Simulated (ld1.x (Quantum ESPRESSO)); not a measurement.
# How the scale of all radii shapes an ultrasoft potential for F

Aim: generate and test one potential in full, then change the scale of all radii and see what happens to hardness, ghosts and transferability.

Method: ld1.x (Quantum ESPRESSO) 7.5, PBE, scalar-relativistic.

## (1) Settings

The settings as typed:

* element: fluorine (F, Z = 9)
* type: ultrasoft
* frozen core: [He]
* valence charge: 7
* reference configuration: 2s2 2p5
* partial waves: 2s (bound): rcut 0.65, rcutus 0.90 bohr; 2s channel at -1.35 Ry: rcut 0.65, rcutus 0.90 bohr; 2p (bound): rcut 1.65, rcutus 1.85 bohr; 2p channel at 1 Ry: rcut 1.65, rcutus 1.85 bohr; 3d channel at -0.1 Ry: rcut 1.45, rcutus 1.70 bohr; 3d channel at 2.65 Ry: rcut 1.45, rcutus 1.70 bohr
* local potential: all-electron potential smoothed inside 0.85 bohr (lloc = -1)
* core correction: not asked for
* augmentation charge: PSQ, radius 0.55 bohr

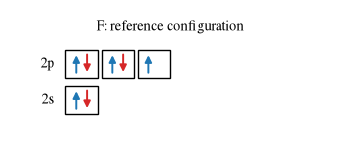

The outer shells as boxes. The arrows follow Hund's rule for the drawing; the calculation itself is spin-unpolarised.

The nodes and maxima of the atom's own shells, from an earlier all-electron run, set the scale for the radii.

All-electron outer shells of the reference configuration (PBE, scalar-relativistic, ld1.x):

```csv
shell,level (eV),outermost node (bohr),outermost maximum (bohr)
1s,-663.37,–,0.11
2s,-29.90,0.24,0.76
2p,-11.11,–,0.71
```

## (2) The first potential

Contents of F.in:

```
 &input
   title='F', zed=9., rel=1, dft='PBE', iswitch=3,
   config='[He] 2s2 2p5 3d-2',
   nld=3, rlderiv=2.00, eminld=-4.0, emaxld=5.0, deld=0.02
 /
 &inputp
   pseudotype=3, tm=.true., lloc=-1, rcloc=0.85,
   nlcc=.false.,
   which_augfun='PSQ', rmatch_augfun=0.55,
   file_pseudopw='F.UPF', file_wfcaegen='ae.wfc', file_wfcncgen='nc.wfc', file_beta='beta', file_chi='chi', file_wfcusgen='us.wfc'
 /
6
2S  1  0   2.00   0.00  0.65  0.90  0.0
2S  1  0   0.00  -1.35  0.65  0.90  0.0
2P  2  1   5.00   0.00  1.65  1.85  0.0
2P  2  1   0.00   1.00  1.65  1.85  0.0
3D  3  2  -2.00  -0.10  1.45  1.70  0.0
3D  3  2  -2.00   2.65  1.45  1.70  0.0
 &test
   configts(1)='2s2 2p5'
 /
```

Started as:

```bash
$ ld1.x < F.in > F.out
```

The output, F.out (without the banner and most projector matrices):

```text
     Program LD1 v.7.5
     --------------------------- All-electron run ----------------------------

     F
     scalar relativistic calculation

     atomic number is  9.00
     dft =PBE   lsd =0 sic =0 latt =0  beta=0.20 tr2=1.0E-14
     Exchange-correlation= PBE
                           (   1   4   3   4   0   0   0)
     mesh =1105 r(mesh) =  99.76081 a.u. xmin = -7.00 dx = 0.01250
     1 Ry =  13.60569312 eV, c = 137.03599908

     n l     nl                  e(Ry)          e(Ha)          e(eV)
     1 0     1S 1( 2.00)       -48.7570       -24.3785      -663.3734
     2 0     2S 1( 2.00)        -2.1976        -1.0988       -29.8996
     2 1     2P 1( 5.00)        -0.8167        -0.4083       -11.1117

     final scf error:  6.3E-15 reached in  26 iterations

     Etot =    -199.489330 Ry,     -99.744665 Ha,   -2714.190600 eV

     Ekin =     199.322998 Ry,      99.661499 Ha,    2711.927538 eV
     Encl =    -477.724055 Ry,    -238.862027 Ha,   -6499.766885 eV
     Eh   =      99.339620 Ry,      49.669810 Ha,    1351.584389 eV
     Exc  =     -20.427893 Ry,     -10.213946 Ha,    -277.935642 eV

     normalization and overlap integrals

     s(1S/1S) =  1.000000  <r> =   0.1763  <r2> =    0.0420  r(max) =   0.1139
     s(2S/2S) =  1.000000  <r> =   1.0034  <r2> =    1.2282  r(max) =   0.7617
     s(2P/2P) =  1.000000  <r> =   1.1050  <r2> =    1.6384  r(max) =   0.7066

     ------------------------ End of All-electron run ------------------------

     --------------------- Generating US pseudopotential ---------------------

      Generating local potential from pseudized AE potential:
      Matching radius rcloc =   0.8500

      Local pseudo, rcloc= 0.842 Estimated cut-off energy=    34.51 Ry
      Wfc-us  2S rcutus= 0.907  Estimated cut-off energy=    55.98 Ry
      Wfc-us  2S rcutus= 0.907  Estimated cut-off energy=    57.87 Ry
      Wfc-us  2P rcutus= 1.827  Estimated cut-off energy=    24.24 Ry
      Wfc-us  2P rcutus= 1.827  Estimated cut-off energy=    47.79 Ry
      Wfc-us  3D rcutus= 1.695  Estimated cut-off energy=    35.02 Ry
      Wfc-us  3D rcutus= 1.695  Estimated cut-off energy=    37.92 Ry

     Q pseudized with Bessel functions
     Expected ecutrho=    1411.5371 due to l1=  1   l2=  2

     ------------------- End of pseudopotential generation -------------------

     [... the all-electron block is printed once more ...]


     Computing logarithmic derivative in   2.00681
     Computing logarithmic derivative in   2.00681
     Computing the partial wave expansion
     R is outside the sphere for l=    0 j= 0.00
     R is outside the sphere for l=    0 j= 0.00
     R is outside the sphere for l=    1 j= 0.00
     R is outside the sphere for l=    1 j= 0.00
     R is outside the sphere for l=    2 j= 0.00
     R is outside the sphere for l=    2 j= 0.00

     ---------------------- Testing the pseudopotential ----------------------

     F
     scalar relativistic calculation

     atomic number is  9.00   valence charge is  7.00
     dft =PBE   lsd =0 sic =0 latt =0  beta=0.20 tr2=1.0E-14
     mesh =1105 r(mesh) =  99.76081 xmin = -7.00 dx = 0.01250

     n l     nl             e AE (Ry)        e PS (Ry)    De AE-PS (Ry)
     1 0     2S   1( 2.00)       -2.19758       -2.19761        0.00003
     2 1     2P   1( 5.00)       -0.81670       -0.81670        0.00000

     eps = 8.4E-17  iter =  4

     Etot =    -199.489330 Ry,     -99.744665 Ha,   -2714.190600 eV
     Etotps =   -48.245207 Ry,     -24.122604 Ha,    -656.409486 eV

     Ekin =      13.090044 Ry,       6.545022 Ha,     178.099122 eV
     Encl =    -114.614798 Ry,     -57.307399 Ha,   -1559.413765 eV
     Ehrt =      42.432281 Ry,      21.216141 Ha,     577.320597 eV
     Ecxc =      -8.972331 Ry,      -4.486166 Ha,    -122.074784 eV
     Epseu=      19.819596 Ry,       9.909798 Ha,     269.659343 eV

     ---------------------- End of pseudopotential test ----------------------
```

Wall time 0.99 s (1 thread, shared host). (Generation and the later configuration tests together.)

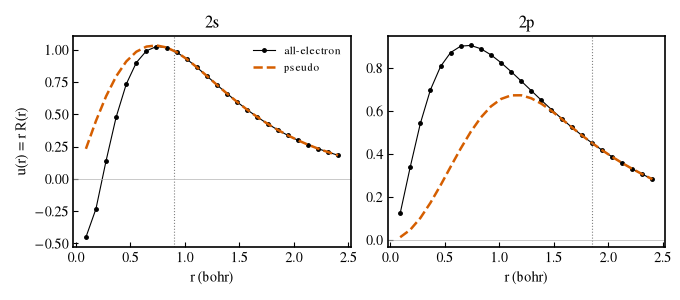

Bound waves of the atom and their pseudo partners (2s, 2p), with the matching radii dotted. The curves join 26 sampled radii.

## (3) Configuration tests

Contents of F.test.in:

```
 &input
   title='F', zed=9., rel=1, dft='PBE', iswitch=2,
   config='[He] 2s2 2p5 3d-2'
 /
 &test
   file_pseudo='F.UPF', nconf=8,
   configts(1)='2s2 2p5',
   configts(2)='2s2 2p4',
   configts(3)='2s2 2p3',
   configts(4)='2s2 2p2',
   configts(5)='2s1 2p6',
   configts(6)='2s2 2p1',
   configts(7)='2s2 2p5.3',
   configts(8)='2s2 2p4.5'
 /
```

Started as:

```bash
$ ld1.x < F.test.in > F.test.out
```

F.test.out, the pseudopotential blocks:

```text
     ---------------------- Testing the pseudopotential ----------------------

     F
     scalar relativistic calculation

     atomic number is  9.00   valence charge is  7.00
     dft =PBE   lsd =0 sic =0 latt =0  beta=0.20 tr2=1.0E-14
     mesh =1105 r(mesh) =  99.76081 xmin = -7.00 dx = 0.01250

     n l     nl             e AE (Ry)        e PS (Ry)    De AE-PS (Ry)
     1 0     2S   1( 2.00)       -2.19758       -2.19761        0.00003
     2 1     2P   1( 5.00)       -0.81670       -0.81670        0.00000

     eps = 8.4E-17  iter =  4

     Etot =    -199.489330 Ry,     -99.744665 Ha,   -2714.190600 eV
     Etotps =   -48.245207 Ry,     -24.122604 Ha,    -656.409486 eV

     Ekin =      13.090044 Ry,       6.545022 Ha,     178.099122 eV
     Encl =    -114.614798 Ry,     -57.307399 Ha,   -1559.413765 eV
     Ehrt =      42.432281 Ry,      21.216141 Ha,     577.320597 eV
     Ecxc =      -8.972331 Ry,      -4.486166 Ha,    -122.074784 eV
     Epseu=      19.819596 Ry,       9.909798 Ha,     269.659343 eV

     ---------------------- End of pseudopotential test ----------------------

     ---------------------- Testing the pseudopotential ----------------------

     F
     [...]
     n l     nl             e AE (Ry)        e PS (Ry)    De AE-PS (Ry)
     1 0     2S   1( 2.00)       -3.48292       -3.47156       -0.01136  !
     2 1     2P   1( 4.00)       -2.08065       -2.07126       -0.00940  !

     eps = 1.4E-15  iter = 14

     Etot =    -198.064175 Ry,     -99.032088 Ha,   -2694.800384 eV
     Etotps =   -46.825414 Ry,     -23.412707 Ha,    -637.092214 eV
     dEtot_ae =       1.425155 Ry
     dEtot_ps =       1.419793 Ry,   Delta E=       0.005361 Ry

     [...]
     ---------------------- End of pseudopotential test ----------------------
```

6 tests gave no usable energy difference (2s2 2p3; 2s2 2p2; 2s1 2p6; 2s2 2p1; others); the test run stopped with "negative rho".

Energies count from the reference configuration 2s2 2p5; the error is all-electron less pseudo. The frozen-core shift comes from a second all-electron run, not shown, with the core orbitals held at their reference shape; it is that run's ΔE less the relaxed one.

| valence configuration | charge | ΔE all-electron (eV) | error AE − PS (meV) | frozen-core shift (meV) |
| --- | --- | --- | --- | --- |
| 2s2 2p4 | +1 | 19.390 | +73 | +0.1 |

## (4) Scattering by logarithmic derivatives

Taken from the files of the generation run. The phase is arctan(r·u′/u) with u = r·R, unwrapped, with energies in Ry. A pole is an energy at which the radial function vanishes at the test radius. The pseudo phase is shifted by a multiple of π to meet the all-electron one at the reference energy. Levels narrower than the energy grid can be missing from the poles. Left out: p, where the overlap operator is not positive , so their phases aren't trusted. The last column is the largest difference on the grid between −1 and +1 Ry.

| channel | radius (bohr) | reference (Ry) | poles AE | poles PS | window around the reference with phases within 0.05 rad (Ry) | largest difference near zero (rad) |
| --- | --- | --- | --- | --- | --- | --- |
| s | 2.01 | -2.20 | -1.89 | -1.89 | the whole range | 0.000 |
| d | 2.01 | -0.10 | none | none | the whole range | 0.000 |

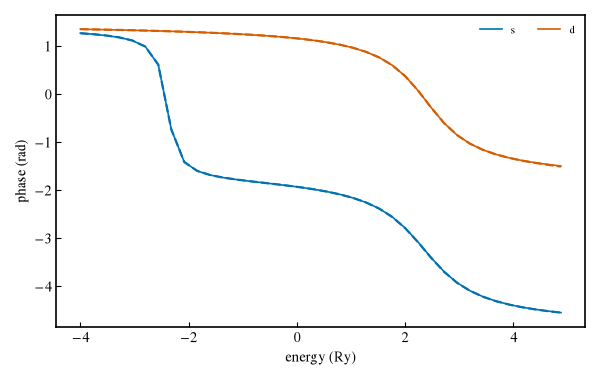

Phases by channel: all-electron solid, pseudo dashed.

## (5) Cutoff and ghost test in a Bessel basis

A separate test, outside the generator: the pseudo-atom's Hamiltonian at the reference potential is diagonalised in spherical Bessel functions j_l(qr) that vanish at 20 bohr, with q² up to the cutoff.

No cutoffs are read. The overlap operator is not positive in p (lowest eigenvalue -0.773), so the test is not defined there. The ghost test is not conclusive.

## (6) Now with scale of all radii = 0.8

Contents of F.in:

```
 &input
   title='F', zed=9., rel=1, dft='PBE', iswitch=3,
   config='[He] 2s2 2p5 3d-2',
   nld=3, rlderiv=1.60, eminld=-4.0, emaxld=5.0, deld=0.02
 /
 &inputp
   pseudotype=3, tm=.true., lloc=-1, rcloc=0.68,
   nlcc=.false.,
   which_augfun='PSQ', rmatch_augfun=0.44,
   file_pseudopw='F.UPF', file_wfcaegen='ae.wfc', file_wfcncgen='nc.wfc', file_beta='beta', file_chi='chi', file_wfcusgen='us.wfc'
 /
6
2S  1  0   2.00   0.00  0.52  0.72  0.0
2S  1  0   0.00  -1.35  0.52  0.72  0.0
2P  2  1   5.00   0.00  1.32  1.48  0.0
2P  2  1   0.00   1.00  1.32  1.48  0.0
3D  3  2  -2.00  -0.10  1.16  1.36  0.0
3D  3  2  -2.00   2.65  1.16  1.36  0.0
 &test
   configts(1)='2s2 2p5'
 /
```

Started as:

```bash
$ ld1.x < F.in > F.out
```

Output in F.out (without the banner and most projector matrices):

```text
     Program LD1 v.7.5
     [... all-electron run as in step 2 ...]


     --------------------- Generating US pseudopotential ---------------------

      Generating local potential from pseudized AE potential:
      Matching radius rcloc =   0.6800

      Local pseudo, rcloc= 0.672 Estimated cut-off energy=    53.35 Ry
      Wfc-us  2S rcutus= 0.725  Estimated cut-off energy=    83.59 Ry
      Wfc-us  2S rcutus= 0.725  Estimated cut-off energy=    84.95 Ry
      Wfc-us  2P rcutus= 1.496  Estimated cut-off energy=    35.54 Ry
      Wfc-us  2P rcutus= 1.496  Estimated cut-off energy=    62.81 Ry
      Wfc-us  3D rcutus= 1.354  Estimated cut-off energy=    55.11 Ry
      Wfc-us  3D rcutus= 1.354  Estimated cut-off energy=    57.77 Ry

     Q pseudized with Bessel functions
     Expected ecutrho=    1791.3464 due to l1=  0   l2=  2

     ------------------- End of pseudopotential generation -------------------

     [... all-electron run as in step 2 ...]


     Computing logarithmic derivative in   1.60247
     Computing logarithmic derivative in   1.60247
     Computing the partial wave expansion
     R is outside the sphere for l=    0 j= 0.00
     R is outside the sphere for l=    0 j= 0.00
     R is outside the sphere for l=    1 j= 0.00
     R is outside the sphere for l=    1 j= 0.00
     R is outside the sphere for l=    2 j= 0.00
     R is outside the sphere for l=    2 j= 0.00

     ---------------------- Testing the pseudopotential ----------------------

     F
     scalar relativistic calculation

     atomic number is  9.00   valence charge is  7.00
     dft =PBE   lsd =0 sic =0 latt =0  beta=0.20 tr2=1.0E-14
     mesh =1105 r(mesh) =  99.76081 xmin = -7.00 dx = 0.01250

     n l     nl             e AE (Ry)        e PS (Ry)    De AE-PS (Ry)
     1 0     2S   1( 2.00)       -2.19758       -2.19764        0.00006
     2 1     2P   1( 5.00)       -0.81670       -0.81670        0.00000

     eps = 5.5E-16  iter =  4

     Etot =    -199.489330 Ry,     -99.744665 Ha,   -2714.190600 eV
     Etotps =   -48.254909 Ry,     -24.127454 Ha,    -656.541478 eV

     Ekin =      17.161268 Ry,       8.580634 Ha,     233.490952 eV
     Encl =    -118.372985 Ry,     -59.186492 Ha,   -1610.546506 eV
     Ehrt =      42.441991 Ry,      21.220996 Ha,     577.452710 eV
     Ecxc =      -8.974870 Ry,      -4.487435 Ha,    -122.109323 eV
     Epseu=      19.489686 Ry,       9.744843 Ha,     265.170690 eV

     ---------------------- End of pseudopotential test ----------------------
```

It took 1.1 s on 1 thread, shared host. (Generation and the later configuration tests together.)

The new file went through the configuration test as well (its log is not shown).

Excitation and ionisation energies from 2s2 2p5, with the error of the potential.

```csv
valence configuration,charge,ΔE all-electron (eV),error AE − PS (meV)
2s2 2p4,+1,19.390,+0.3
2s2 2p3,+2,57.775,+0.9
2s2 2p2,+3,118.413,+39
2s1 2p6,0,18.814,+54
2s2 2p1,+4,204.215,+304
2s2 2p5.3,-0.3,-2.670,+0.5
2s2 2p4.5,+0.5,7.543,0.0
```

Against the first potential, the largest error in the tests that it solved is +304 meV (2s2 2p1) and the overlap operator is still not positive definite.

## (7) Now with scale of all radii = 1.38

Contents of F.in:

```
 &input
   title='F', zed=9., rel=1, dft='PBE', iswitch=3,
   config='[He] 2s2 2p5 3d-2',
   nld=3, rlderiv=2.75, eminld=-4.0, emaxld=5.0, deld=0.02
 /
 &inputp
   pseudotype=3, tm=.true., lloc=-1, rcloc=1.18,
   nlcc=.false.,
   which_augfun='PSQ', rmatch_augfun=0.76,
   file_pseudopw='F.UPF', file_wfcaegen='ae.wfc', file_wfcncgen='nc.wfc', file_beta='beta', file_chi='chi', file_wfcusgen='us.wfc'
 /
6
2S  1  0   2.00   0.00  0.90  1.24  0.0
2S  1  0   0.00  -1.35  0.90  1.24  0.0
2P  2  1   5.00   0.00  2.28  2.54  0.0
2P  2  1   0.00   1.00  2.28  2.54  0.0
3D  3  2  -2.00  -0.10  2.00  2.34  0.0
3D  3  2  -2.00   2.65  2.00  2.34  0.0
 &test
   configts(1)='2s2 2p5'
 /
```

Started as:

```bash
$ ld1.x < F.in > F.out
```

Output in F.out (without the banner and most projector matrices):

```text
     Program LD1 v.7.5
     [... all-electron run as in step 2 ...]


     --------------------- Generating US pseudopotential ---------------------

      Generating local potential from pseudized AE potential:
      Matching radius rcloc =   1.1800

      Local pseudo, rcloc= 1.195 Estimated cut-off energy=    17.37 Ry
      Wfc-us  2S rcutus= 1.225  Estimated cut-off energy=    32.61 Ry
      Wfc-us  2S rcutus= 1.225  Estimated cut-off energy=    36.19 Ry
      Wfc-us  2P rcutus= 2.529  Estimated cut-off energy=    13.05 Ry
      Wfc-us  2P rcutus= 2.529  Estimated cut-off energy=    11.11 Ry
      Wfc-us  3D rcutus= 2.346  Estimated cut-off energy=    18.17 Ry
      Wfc-us  3D rcutus= 2.346  Estimated cut-off energy=    22.17 Ry

     Q pseudized with Bessel functions
     Expected ecutrho=     607.9624 due to l1=  2   l2=  2

     ------------------- End of pseudopotential generation -------------------

     [... all-electron run as in step 2 ...]


     Computing logarithmic derivative in   2.74298
     Computing logarithmic derivative in   2.74298
     Computing the partial wave expansion
     R is outside the sphere for l=    0 j= 0.00
     R is outside the sphere for l=    0 j= 0.00
     R is outside the sphere for l=    1 j= 0.00
     R is outside the sphere for l=    1 j= 0.00
     R is outside the sphere for l=    2 j= 0.00
     R is outside the sphere for l=    2 j= 0.00

     ---------------------- Testing the pseudopotential ----------------------

     F
     scalar relativistic calculation

     atomic number is  9.00   valence charge is  7.00
     dft =PBE   lsd =0 sic =0 latt =0  beta=0.20 tr2=1.0E-14
     mesh =1105 r(mesh) =  99.76081 xmin = -7.00 dx = 0.01250

     n l     nl             e AE (Ry)        e PS (Ry)    De AE-PS (Ry)
     1 0     2S   1( 2.00)       -2.19758       -2.19758        0.00000
     2 1     2P   1( 5.00)       -0.81670       -0.81670       -0.00000

     eps = 5.5E-18  iter =  4

     Etot =    -199.489330 Ry,     -99.744665 Ha,   -2714.190600 eV
     Etotps =   -48.235294 Ry,     -24.117647 Ha,    -656.274601 eV

     Ekin =       8.145396 Ry,       4.072698 Ha,     110.823763 eV
     Encl =    -105.429614 Ry,     -52.714807 Ha,   -1434.442977 eV
     Ehrt =      42.422100 Ry,      21.211050 Ha,     577.182075 eV
     Ecxc =      -8.972243 Ry,      -4.486121 Ha,    -122.073579 eV
     Epseu=      15.599067 Ry,       7.799533 Ha,     212.236116 eV

     ---------------------- End of pseudopotential test ----------------------
```

Run time: 1.1 s. Hardware: 1 thread, shared host. This counts the later configuration tests of the new file too.

The test run was repeated on this file; only its results are given.

The tests as a table, with energies relative to 2s2 2p5. A star marks tests that logged a warning.

```tsv
valence configuration	charge	ΔE all-electron (eV)	error AE − PS (meV)
2s2 2p4 *	+1	19.390	-39
2s2 2p3	+2	57.775	-237
2s2 2p2	+3	118.413	-574
2s1 2p6	0	18.814	-2.9
2s2 2p1	+4	204.215	-608
2s2 2p5.3	-0.3	-2.670	-0.6
2s2 2p4.5	+0.5	7.543	-7.0
```

Against the first potential, the loose cutoff is 30 Ry, the largest error in the tests that it solved is -608 meV (2s2 2p1), there is no bound ghost and the overlap operator is now positive definite.

## (8) Comparison

Cutoffs, loose and tight: the cutoffs (Ry, on a coarse ladder) from which the occupation-weighted sum of valence levels, in a spherical-Bessel basis at the reference potential, stays within 10 and 1 mRy of its value at 400 Ry; empty and scattering waves don't count. Test errors are all-electron less pseudo. The phase difference is the largest within 1 Ry of zero, over the channels with partial waves. A dash means not determined. 4 further runs were made in the same way; their inputs and logs are not shown.

| scale of all radii | outcome | cutoff, loose | cutoff, tight | bound ghosts | largest test error (meV) | phase difference near zero (rad) | lowest overlap eigenvalue (Bessel basis) |
| --- | --- | --- | --- | --- | --- | --- | --- |
| 0.8 | generated, overlap not positive | – | – | not determined | +304 | 0.000 | -2.688 |
| 0.89 | generated, overlap not positive | – | – | not determined | +13 (6 tests unsolved) | 0.000 | -0.136 |
| 1 (first) | generated, overlap not positive | – | – | not determined | +73 (6 tests unsolved) | 0.000 | -0.773 |
| 1.02 | generated, overlap not positive | – | – | not determined | +166 (6 tests unsolved) | 0.000 | -0.880 |
| 1.15 | generated, overlap not positive | – | – | not determined | none usable | 0.000 | -1.118 |
| 1.25 | generated | 30 Ry | 45 Ry | none | -421 | 0.001 | 0.621 |
| 1.38 | generated | 30 Ry | 35 Ry | none | -608 | 0.002 | 0.673 |

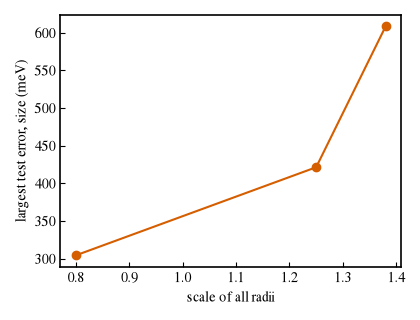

The series at a glance.

In words: The loose cutoff is 30 Ry at 1.25 and 30 Ry at 1.38. The largest test error is 304 meV at 0.8, 421 meV at 1.25 and 608 meV at 1.38. Runs with unsolved tests are left out of that trend. The overlap operator is not positive at 0.8, 0.89, 1, 1.02, 1.15.

The first potential by itself. The overlap operator is not positive definite in p, so a plane-wave run would break down once the basis is large enough. The worst unpolarised test, 2s2 2p4, is off by 73 meV on 19.4 eV; by total energies transferability rates as fair where solved. Freezing the core alone would shift it much less, so the error comes from the pseudisation. The test run broke off, so later configurations gave nothing; the verdict rests on few tests.
